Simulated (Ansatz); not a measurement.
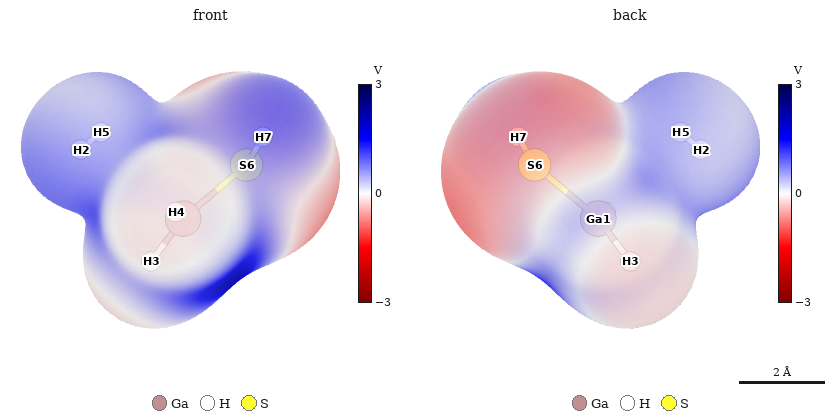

Figure. GaH3S···H2. The electrostatic potential painted on the density surface at 0.001 e/bohr³, seen from the front and from behind; red is negative and blue positive.

Computed with Ansatz, RKS BHLYP-D4/def2-TZVP.

```xyz
7

Ga   -0.7658   -0.4066    0.2709
H     0.6907    0.3118   -2.1457
H    -0.9454   -1.8054   -0.3792
H    -1.6017    0.8655   -0.0446
H     1.2308    0.3051   -1.6401
S     0.7894   -0.2799    1.8313
H     0.6021    1.0096    2.1073
```

> Which sites attract a positive test charge, and which a negative one?

A positive charge is drawn to the negative regions and a negative charge to the positive ones. The most negative region (about −0.7 V, or −16 kcal/mol for a unit charge) lies over S6, the most positive (about +2.0 V, or +46 kcal/mol for a unit charge) over Ga1.
